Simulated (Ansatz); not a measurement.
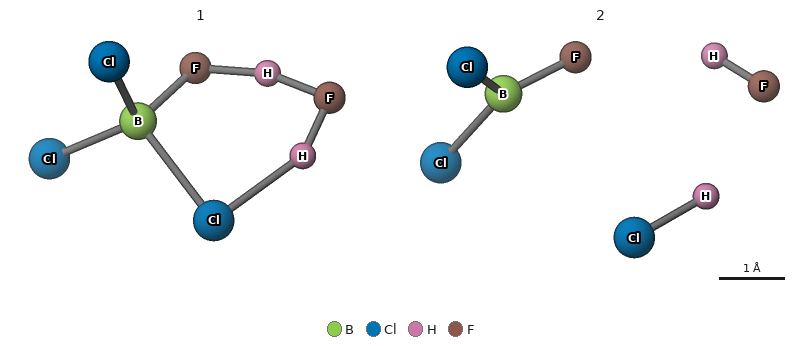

Two geometries of BH₂Cl₃F₂, drawn at one scale. One is the start of a relaxation, the other its converged end. A ball-and-stick model, seen at a tilt.

All numbers below come from RKS B3LYP-D4/STO-3G (Ansatz). Settings: no spin polarisation; force threshold 0.03 eV/Å; at most 50 steps.

Question: Which one is relaxed?

Answer: Structure 1 is the relaxed one. The run prepares an end point of a later path (reaction) calculation, from a guessed geometry. Over 16 accepted moves (17 points after the start) the energy falls by 51.9 kcal/mol. Largest force component: 2.4 eV/Å at the start, 0.0067 eV/Å at the end. The line search rejected the trial step at point 8 of the run. An H atom moves most after the best rigid fit: 0.84 Å. Largest moves by element: H 0.84 Å, F 0.71 Å, B 0.69 Å, Cl 0.66 Å. Some distances before and after: B–Cl 3.156 → 2.012 Å, F–H 2.157 → 1.059 Å, F–H 2.175 → 1.171 Å, Cl–Cl 3.784 → 3.126 Å. New bonds form: B–Cl (3.16 → 2.01 Å), F–H (2.16 → 1.06 Å). Bond angles that change, for instance: Cl–B–F 119.6° → 109.0°, Cl–B–Cl 120.7° → 117.0°. Cost: 47 s on 1 thread of Arm Neoverse V1, with other jobs on the host, peak memory 0.11 GiB.

Limits of the set-up: STO-3G is a minimal basis, so the numbers are rough.
